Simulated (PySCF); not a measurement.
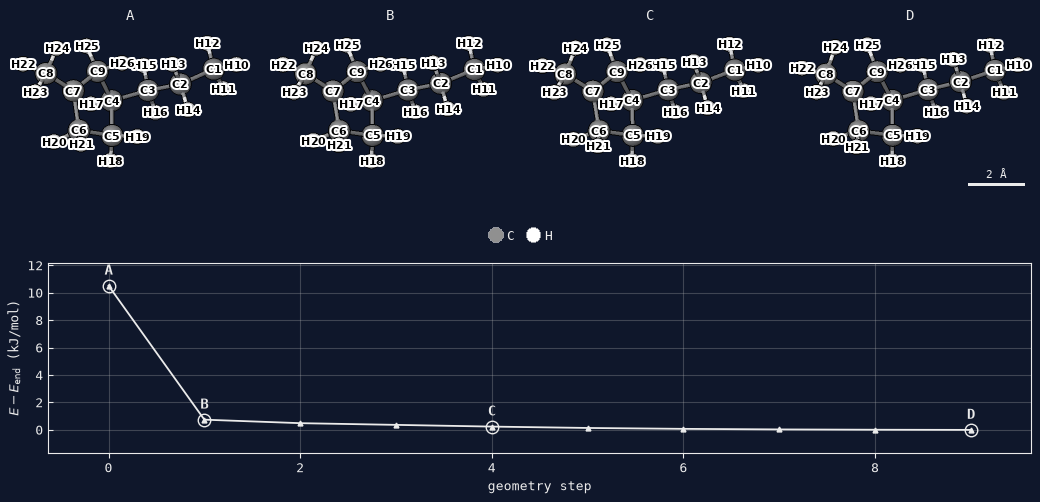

Frames of a relaxation of C9H17 (charge +1), marked on the history of the run. Style: ball-and-stick. Shown at a tilt.

The start comes from GFN2-xTB.

Method: PBE0-D3(BJ)/def2-SVP geometry optimisation, gas phase (PySCF). 

Question: Describe the path.

Answer: The largest move after the best rigid fit is that of H12, 0.21 Å. By element the largest moves are H 0.21 Å, C 0.09 Å. Some distances before and after: C6–H20 1.100 → 1.120 Å, C9–H26 1.108 → 1.125 Å, C1–H10 1.086 → 1.099 Å, C2–H13 1.098 → 1.108 Å. Bond angles that change, for instance: C7–C9–H26 106.5° → 99.3°, C7–C6–H20 106.7° → 100.5°, C5–C6–H21 115.3° → 119.7°. After 9 geometry steps the energy has fallen by 10.5 kJ/mol. The run took of the order of 10 core-minutes on a shared host. From step 0 to 1: H26 moves most (0.11 Å), energy −9.78 kJ/mol. From step 1 to 4: H12 moves most (0.07 Å), energy −0.51 kJ/mol. From step 4 to 9: H23 moves most (0.10 Å), energy −0.24 kJ/mol.

```tsv
step	E − E(0), kJ/mol
0	0.00
1	-9.78
2	-10.03
3	-10.16
4	-10.28
5	-10.38
6	-10.45
7	-10.49
8	-10.51
9	-10.52
```
